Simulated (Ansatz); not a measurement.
# CH5GeNO2: the cost of one run

All numbers are computed with Ansatz 0.2.0 through its Python package. The levels of theory stand in the script.

## 1. The structure

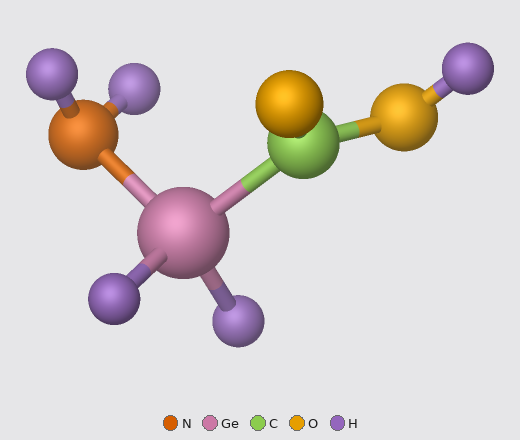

The starting structure, viewed from a chosen angle; nitrogen orange, germanium pink, carbon green, oxygen amber, hydrogen purple.

ch5geno2.xyz, read by the script:

```xyz
10

N    -1.73560    0.80990   -0.40990
Ge   -0.72760   -0.67850    0.08410
C     1.08160   -0.14170    0.41890
O     1.42700    0.20900    1.57760
O     1.99490   -0.09980   -0.62810
H    -1.26520    1.22800   -1.24340
H    -1.64660    1.50370    0.36570
H    -1.32730   -1.30520    1.36860
H    -0.75200   -1.72170   -1.06200
H     2.95090    0.19640   -0.47150
```

## 2. Script

run_methods.py

```python
from pathlib import Path
import warnings

import ansatz as az
import numpy as np

BASIS = 'def2-SVP'

warnings.simplefilter('ignore', az.DeckWarning)

ch5geno2 = az.Crystal.molecule_from_extxyz('ch5geno2.xyz')

job = ch5geno2.calculation().basis(gaussian=BASIS)

print('functional    E (Ha)        dipole (D)   HOMO (eV)  LUMO (eV)')
for name in ['r2scan', 'lda', 'pbe', 'revpbe', 'lc_wpbe']:
    report = job.functional(name).forces().orbitals().run(threads=1, runs_dir='runs').report
    lines = Path(report['orbitals_path']).read_text().splitlines()
    field_of = lambda key: [line.split('=')[1].strip() for line in lines if line.startswith(key)]
    orbitals = [(27.211386 * float(e), s, float(n)) for e, s, n in zip(field_of('Ene='), field_of('Spin='), field_of('Occup='))]
    homo = max(e for e, _, n in orbitals if n > 0.5)
    lumo = min(e for e, _, n in orbitals if n < 0.5)
    dipole = 4.803205 * np.linalg.norm(report['charge_distribution']['dipole_moment_e_ang'])
    print(f'{name:10s} {report["free_energy_ev"] / 27.211386246:14.6f} {dipole:9.3f} {homo:11.3f} {lumo:10.3f}')
```

## 3. The input behind the calls

The package turns the script's settings into the engine's input (first run):

```yaml
crystal:
  periodic: [false, false, false]
  atoms:
    - { symbol: "N", position_ang: [-1.7356, 0.8099, -0.4099] }
    - { symbol: Ge, position_ang: [-0.7276, -0.6785, 0.0841] }
    - { symbol: C, position_ang: [1.0816, -0.1417, 0.4189] }
    - { symbol: O, position_ang: [1.427, 0.209, 1.5776] }
    - { symbol: O, position_ang: [1.9949, -0.0998, -0.6281] }
    - { symbol: H, position_ang: [-1.2652, 1.228, -1.2434] }
    - { symbol: H, position_ang: [-1.6466, 1.5037, 0.3657] }
    - { symbol: H, position_ang: [-1.3273, -1.3052, 1.3686] }
    - { symbol: H, position_ang: [-0.752, -1.7217, -1.062] }
    - { symbol: H, position_ang: [2.9509, 0.1964, -0.4715] }
basis:
  gaussian:
    orbitals: def2-SVP
hamiltonian:
  xc: r2scan
output:
  orbitals: {}
  forces: true
```

## 4. Launch

Launch:

```
$ python run_methods.py
```

What time and memory should one allow on 1 thread of Arm Neoverse V2, shared host?

About 23 s, with a peak of 0.28 GiB.
